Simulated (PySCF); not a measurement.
```yaml
atoms:
  - { symbol: Si, position_ang: [3.0044, -0.4215, 0.1865] }
  - { symbol: O, position_ang: [1.6680, 0.1626, 0.8940] }
  - { symbol: C, position_ang: [0.4239, 0.4300, 0.3931] }
  - { symbol: B, position_ang: [-0.6079, -0.8324, 0.0161] }
  - { symbol: C, position_ang: [-1.9371, -0.1502, -0.5594] }
  - { symbol: C, position_ang: [-2.0061, 0.7833, 0.6778] }
  - { symbol: C, position_ang: [-0.7017, 0.3370, 1.2866] }
  - { symbol: H, position_ang: [3.8978, -0.3831, 1.3332] }
  - { symbol: H, position_ang: [3.4356, 0.4488, -0.9131] }
  - { symbol: H, position_ang: [2.7891, -1.7641, -0.3550] }
  - { symbol: H, position_ang: [0.4301, 1.2042, -0.3740] }
  - { symbol: H, position_ang: [-0.2857, -1.9507, 0.1025] }
  - { symbol: H, position_ang: [-1.8535, 0.4137, -1.4885] }
  - { symbol: H, position_ang: [-2.8152, -0.7866, -0.6515] }
  - { symbol: H, position_ang: [-2.0333, 1.8486, 0.4340] }
  - { symbol: H, position_ang: [-2.8507, 0.5505, 1.3236] }
  - { symbol: H, position_ang: [-0.5646, 0.1219, 2.3337] }
```

Geometry: GFN2-xTB.

Computed with UKS B3LYP, pcH-1 on B C H O Si, non-relativistic, mean-field spin-orbit, GIAO in PySCF.

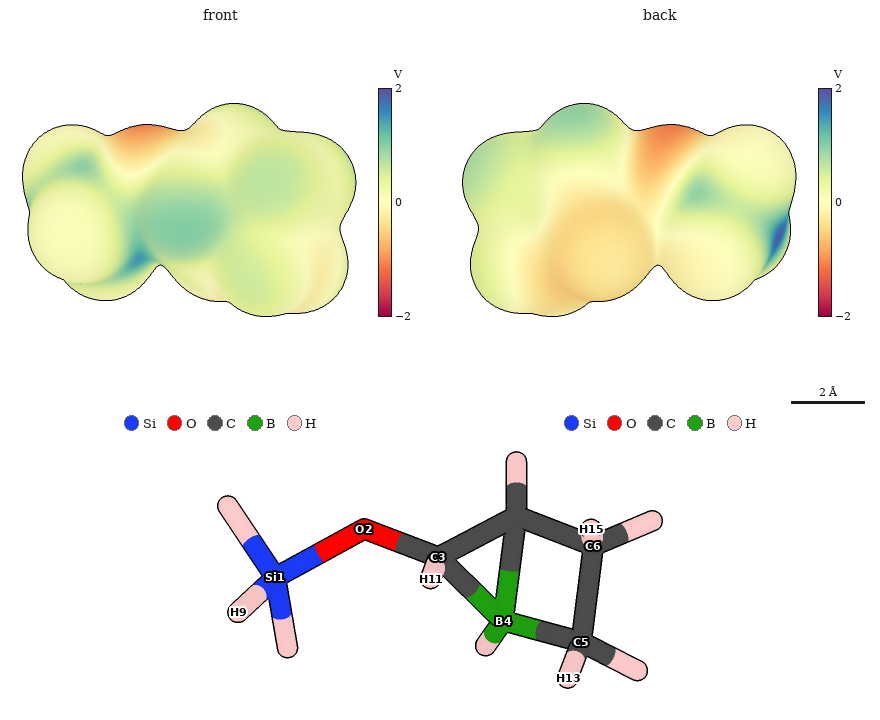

C$_{4}$H$_{10}$BOSi (doublet). The electrostatic potential painted on the density surface at 0.002 e/bohr³, seen from the front and from behind; red is negative and blue positive. The bare structure is drawn below in the same view.

Describe the electrostatic potential map.

Answer. The most negative region (about −1.0 V) lies over O2, the most positive (about +1.6 V) over Si1. O2 is the likeliest acceptor of a hydrogen bond.
